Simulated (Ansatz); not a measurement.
BSiH7O: several calculations on one system

## 1. Relaxation

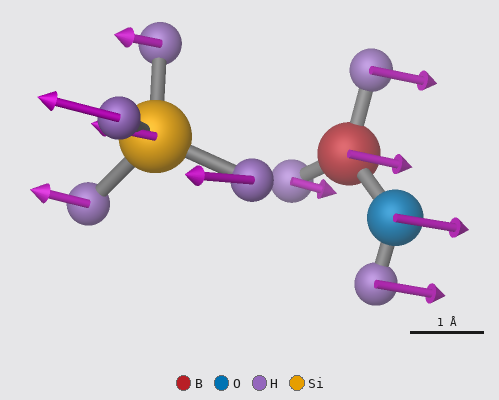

A relaxation of BSiH$_{7}$O. The starting structure is drawn; purple arrows show the displacements, magnified 2 times. The two geometries are superimposed by the best rigid fit.

A ball-and-stick model, seen at a tilt.

The run prepares an end point of a later path (reaction) calculation, from a guessed geometry.

These are results of Ansatz, RKS B3LYP/def2-SVP, not measurements.

Input
```yaml
crystal:
  periodic: [false, false, false]
  atoms:
    - { symbol: B, position_ang: [-0.008047, -0.35363, 0.101349] }
    - { symbol: O, position_ang: [-0.107905, -0.94172, 1.341483] }
    - { symbol: H, position_ang: [-1.00579, -0.930565, 1.696809] }
    - { symbol: H, position_ang: [1.085034, -0.357345, -0.405717] }
    - { symbol: H, position_ang: [-0.979296, 0.098925, -0.464021] }
    - { symbol: Si, position_ang: [0.127369, 2.644372, 1.083125] }
    - { symbol: H, position_ang: [0.850836, 3.52379, 2.046183] }
    - { symbol: H, position_ang: [0.821621, 2.676114, -0.234793] }
    - { symbol: H, position_ang: [-1.272131, 3.132201, 0.917646] }
    - { symbol: H, position_ang: [0.100609, 1.262558, 1.590634] }
basis:
  gaussian: { orbitals: def2-SVP }
hamiltonian:
  xc: b3lyp
relax:
  f_tol: 0.03
  max_steps: 50
output:
  orbitals: {}
```

Launched with:
```bash
ansatz run input.yaml --threads 2 --pin off --max-ram 3072MiB --backend cpu --events-out ev --progress --plain --runs-dir out
```

What did the optimiser do to the structure, and how much energy did it gain?

Answer. The largest moves after the best rigid fit, 0.62 Å, are those of O2 and H10. Largest moves by element: H 0.62 Å, O 0.62 Å, Si 0.52 Å, B 0.51 Å. Some distances before and after: B1–O2 1.376 → 1.347 Å, Si6–H10 1.472 → 1.491 Å. After 8 accepted moves (9 points after the start) the energy has fallen by 23.5 kJ/mol. Largest force component: 0.98 eV/Å at the start, 0.028 eV/Å at the end. The line search rejected the trial step at point 4 of the run. The run took 13 s on 2 threads of Arm Neoverse V2, with other jobs on the host, peak memory 0.14 GiB.

Limits of the set-up: the start holds two separate molecules, 2.2 Å apart at their closest, whose relative position is a soft coordinate and is computed without a dispersion correction.

## 2. Relaxation

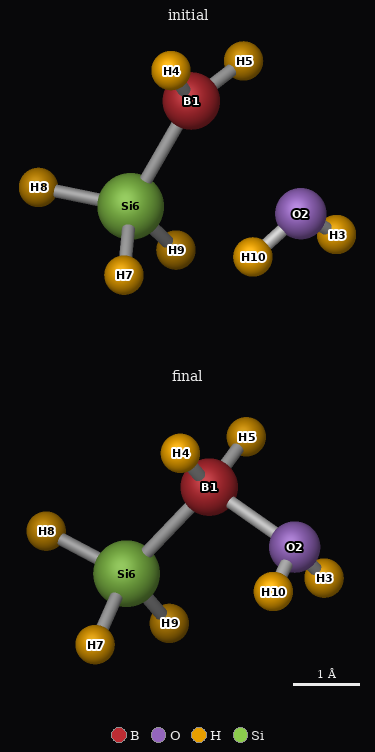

The structure of BSiH7O before (top) and after (bottom) a relaxation, at one scale.

The picture is a ball-and-stick view, seen at a tilt.

The run prepares an end point of a later path (reaction) calculation, from a guessed geometry.

Theory: Ansatz, RKS B3LYP/def2-SVP. (no spin polarisation; force threshold 0.03 eV/Å; at most 50 steps)

What changed between the two?

The energy falls by 0.507 eV in 11 geometry steps. The largest force component goes from 0.75 to 0.027 eV/Å. H10 moves most after the best rigid fit: 0.62 Å. Largest moves by element: H 0.62 Å, B 0.51 Å, O 0.48 Å, Si 0.12 Å. Near-neighbour distances that change, for instance: B1–O2 2.595 → 1.703 Å, B1–Si6 1.973 → 2.035 Å, O2–H10 0.986 → 0.972 Å, Si6–H9 1.496 → 1.508 Å. New bonds form, among them: B1–O2 (2.59 → 1.70 Å). Among the angles between lasting bonds that change: H5–B1–Si6 121.9° → 114.9°, H4–B1–Si6 119.9° → 114.8°, H4–B1–H5 117.9° → 114.5°. The run took 17 s on 2 threads of Arm Neoverse V2, on a shared host, peak memory 0.15 GiB.

## 3. Path

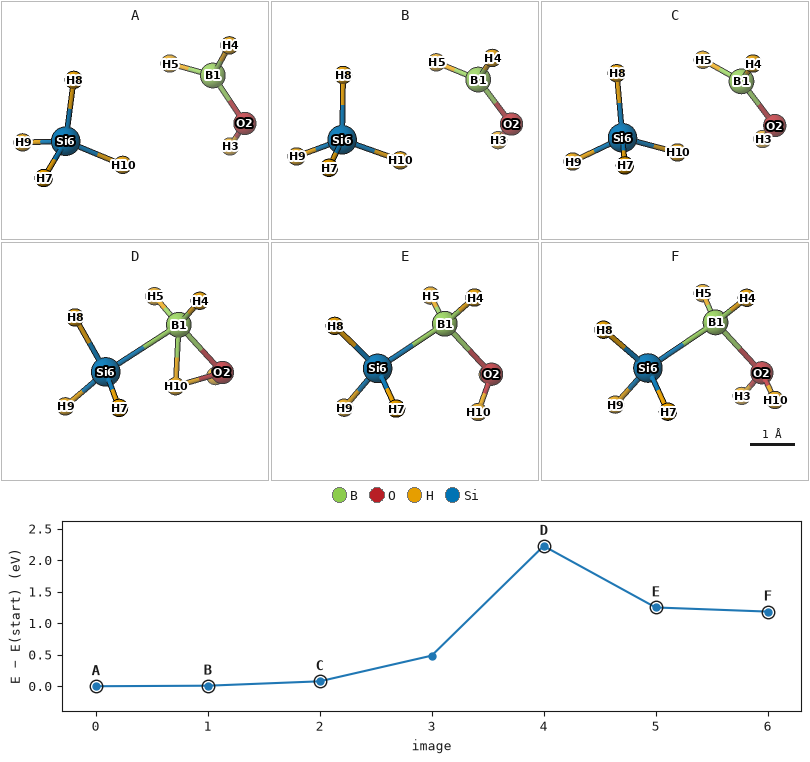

A nudged-elastic-band calculation for BSiH7O, made up at the start of BH3O and SiH4. Images are numbered from 0 (start) to 6 (end). Frames A to F are images 0, 1, 2, 4, 5, 6. A ball-and-stick model, seen at a tilt.

Method: RKS B3LYP/def2-SVP in Ansatz 0.2.0. Settings: 5 movable images; climbing image; force threshold 0.05 eV/Å; iteration limit 60; starting path through a guess of the saddle point.

What happens along the path, and what is the barrier?

Forward barrier 2.23 eV, backward barrier 1.04 eV, with image 4 at the top; the reaction energy is +1.18 eV. Breaking: Si6–H10 (1.49 → 1.90 at the top → 3.10 Å). Forming: B1–Si6 (4.18 → 2.20 at the top → 2.04 Å), O2–H10 (3.44 → 1.24 at the top → 0.97 Å). The band converged in 30 iterations. The largest component of the band force went from 9.2 to 0.025 eV/Å. The climbing image converged on the top of the path. Its vibrational analysis gives one imaginary mode (1389i cm⁻¹), as a transition state must have.

Limits of the set-up: the start holds two separate molecules, 3.3 Å apart at their closest, whose relative position is a soft coordinate and is computed without a dispersion correction.

The run took 2.8 min on 2 threads of Arm Neoverse V2 (shared host), peak memory 0.15 GiB.
